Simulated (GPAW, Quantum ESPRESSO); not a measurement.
# Core-hole calculation of the In K edge in In (I4/mmm), part 4 of 4

Do two independent programs agree on the In K edge of In (I4/mmm)? The same cell and functional are run with XSpectra and with GPAW.

Quantum ESPRESSO 7.5 and GPAW 26.7.0; core-hole supercells, plane-wave PAW LDA.

So far. Step 8 (Ground state of the crystal (GPAW)): The mesh shows no gap, so the system is treated as a metal and the core electron is put at the Fermi level (neutral cell). Step 9 (Spectrum without a core hole, In atom 1 (GPAW)): Main maxima below 26 eV (height): 6.2 eV (1.29) and 22.8 eV (1.13). 

### Step 11. Spectrum with XCH, In atom 1 (GPAW) (continued)

Level of this step: X-ray absorption from dipole matrix elements to empty bands, plane-wave PAW LDA (GPAW).

The In K spectrum, In atom 1, excited-electron core hole (neutral cell) (energy from the lowest empty level; intensity scaled to a mean of 1 over the first 20 eV; polarised curves are means over the symmetry-equivalent atoms):

```tsv
E (eV)	isotropic	ε ⊥ c	ε ∥ c
-2.0	0.42	0.41	0.43
-0.5	0.67	0.66	0.70
1.0	0.95	0.93	0.98
2.5	1.17	1.15	1.20
4.0	1.29	1.28	1.30
5.5	1.29	1.29	1.28
7.0	1.20	1.22	1.17
8.5	1.07	1.09	1.02
10.0	0.93	0.96	0.89
11.5	0.83	0.85	0.81
13.0	0.78	0.78	0.78
14.5	0.78	0.76	0.81
16.0	0.83	0.80	0.88
17.5	0.91	0.88	0.97
19.0	1.01	0.98	1.05
20.5	1.07	1.06	1.09
22.0	1.09	1.10	1.07
23.5	1.06	1.08	1.01
25.0	0.98	1.01	0.93
26.5	0.90	0.92	0.87
28.0	0.84	0.85	0.83
29.5	0.81	0.81	0.82
31.0	0.80	0.80	0.81
```

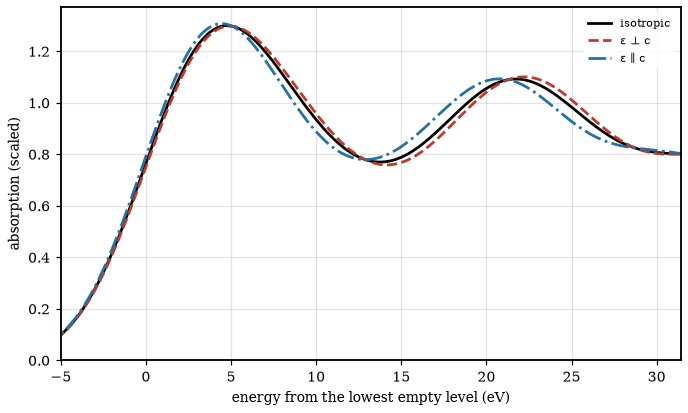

The In K edge, In atom 1, excited-electron core hole (neutral cell): main maxima at 4.8 and 21.8 eV.

Main maxima below 28 eV (height): 4.8 eV (1.30) and 21.8 eV (1.09). 

### Step 12. The two programs side by side

The line shapes differ (Lorentzian half width 3.96 eV (not a setting of the program: the run's 0.4 eV curve was folded afterwards with a further Lorentzian), against Gaussian full width 7.91 eV), so both get a further Gaussian of 1.5 eV full width before they are compared; the Lorentzian tails remain.

```tsv
E (eV)	XSpectra	GPAW
-2.00	0.55	0.42
-1.25	0.64	0.54
-0.50	0.74	0.67
0.25	0.84	0.81
1.00	0.94	0.94
1.75	1.02	1.06
2.50	1.09	1.16
3.25	1.15	1.23
4.00	1.17	1.28
4.75	1.18	1.29
5.50	1.18	1.28
6.25	1.15	1.25
7.00	1.12	1.20
7.75	1.09	1.13
8.50	1.05	1.07
9.25	1.01	1.00
10.00	0.98	0.94
10.75	0.95	0.88
11.50	0.92	0.84
12.25	0.90	0.80
13.00	0.88	0.78
13.75	0.88	0.78
14.50	0.88	0.78
15.25	0.88	0.80
16.00	0.89	0.83
16.75	0.91	0.87
17.50	0.93	0.91
18.25	0.95	0.96
19.00	0.98	1.00
19.75	1.00	1.04
20.50	1.01	1.07
21.25	1.02	1.08
22.00	1.03	1.09
22.75	1.02	1.08
23.50	1.01	1.05
24.25	0.99	1.02
25.00	0.97	0.98
25.75	0.95	0.94
26.50	0.93	0.91
27.25	0.91	0.87
28.00	0.89	0.85
28.75	0.88	0.83
29.50	0.88	0.81
30.25	0.87	0.81
31.00	0.87	0.80
```

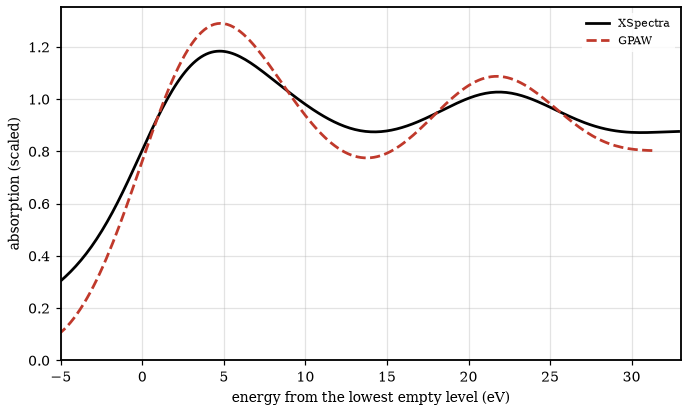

XSpectra and GPAW after a common extra broadening.

```tsv
	XSpectra	GPAW
k mesh of the spectrum	5×5×5	6×6×6
cutoff (eV)	558	500
highest intensity below 24 eV after the common broadening, eV (height)	4.7 (1.18)	4.8 (1.29)
core time, hole field and spectrum	28 min	16 min
```

### Step 13. With and without the hole

XSpectra's curves. Both curves are counted from their own zero, so only the shift of weight within the empty states shows.

```tsv
E (eV)	no hole	XCH
-2.0	0.42	0.54
-1.0	0.51	0.67
0.0	0.62	0.81
1.0	0.74	0.94
2.0	0.85	1.06
3.0	0.95	1.14
4.0	1.03	1.18
5.0	1.09	1.19
6.0	1.12	1.17
7.0	1.13	1.13
8.0	1.12	1.08
9.0	1.09	1.03
10.0	1.06	0.98
11.0	1.02	0.94
12.0	0.99	0.90
13.0	0.96	0.88
14.0	0.95	0.87
15.0	0.95	0.88
16.0	0.97	0.89
17.0	0.99	0.92
18.0	1.03	0.95
19.0	1.07	0.98
20.0	1.12	1.01
21.0	1.16	1.02
22.0	1.19	1.03
23.0	1.21	1.02
24.0	1.21	1.00
25.0	1.19	0.97
26.0	1.17	0.94
27.0	1.14	0.91
28.0	1.12	0.89
29.0	1.10	0.88
30.0	1.09	0.87
31.0	1.09	0.87
32.0	1.10	0.87
```

With each curve scaled to its own mean, the area from −2 to 6 eV with the hole is 7.9 against 6.6, and the centre of weight from −1 to 20 eV moves by -0.6 eV: the hole pulls the absorber's empty states down.

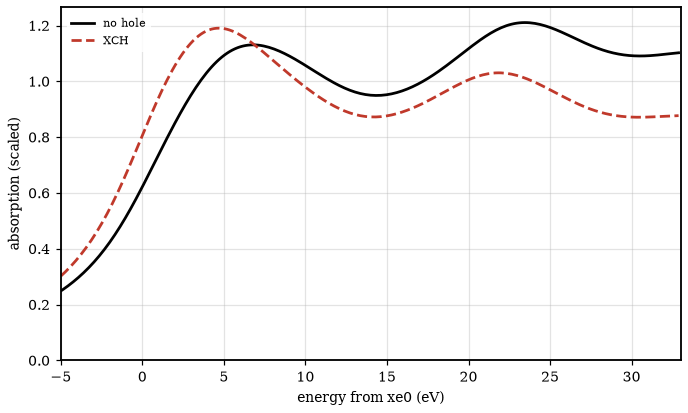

The In K edge with and without the core hole, each from its own zero; the highest intensity below 24 eV lies at 4.7 eV with the hole.

### Step 14. Runs not followed above

These runs aren't followed: redraws of a spectrum that repeat one shown, runs with a planted fault or a state judged unsound, or a program's part that gave no sound spectrum.

| program | step | status | elapsed |
| --- | --- | --- | --- |
| Quantum ESPRESSO | no core hole, redrawn | converged | 21 s |
| Quantum ESPRESSO | spectrum with XCH, redrawn | converged | 4.7 s |

### Step 15. What came out

| Quantity | Value |
| --- | --- |
| absorber and edge | In K, atom 1 of the ground-state input (counted from 1) |
| surroundings | 4 In at 3.25 Å and 8 In at 3.38 Å (distorted cuboctahedral, site symmetry 4/mmm) |
| highest intensity below 24 eV (XSpectra, narrow line) | 4.7 eV above the zero, height 1.19 |

**Reading.** The two programs agree closely: 8 % r.m.s. remains over the first 14 eV after a relative shift of 0.0 eV; their raw zeros differ by 32 eV. So wide a line leaves little structure to disagree on. In XSpectra the In K edge of atom 1, with 4 In at 3.25 Å and 8 In at 3.38 Å (distorted cuboctahedral, site symmetry 4/mmm), has its highest intensity of the first 24 eV at 4.7 eV above the zero, 1.2 times the mean level of the first 20 eV (Lorentzian half width 3.96 eV (not a setting of the program: the run's 0.4 eV curve was folded afterwards with a further Lorentzian)). In XSpectra: With each curve scaled to its own mean, the area from −2 to 6 eV with the hole is 7.9 against 6.6, and the centre of weight from −1 to 20 eV moves by -0.6 eV: the hole pulls the absorber's empty states down. In GPAW: With each curve scaled to its own mean, the area from −2 to 6 eV with the hole is 8.1 against 7.0, and the centre of weight from −1 to 20 eV moves by -0.3 eV: the hole pulls the absorber's empty states down. 3 further runs of this session are left out of this account as redundant. Lifetime broadening is put in by hand, and intensities beyond about 20 eV depend on it and on the partial waves. The structure is a published determination, not relaxed.

[Banner, clock and machine lines of the logs are left out without a mark of their own.]

[Logs are printed without paths, hosts, clocks, repeated set-up lines and the standing remarks that a program may print on its own settings, such as how far it seeks lower states.]

[Hosts, paths, dates, database ids (printed as entryN), source tags and the programs' standing remarks are cut or masked in the printed files.]

[Lists of maxima count a maximum above −3 eV only where it reaches 4 % of the highest in the window and stands out from its surroundings by 2 % of it (1.5 % where it reaches 55 %); shoulders and weaker maxima are passed over, and of the rest the first, up to two pre-edge ones and the few strongest are named.]
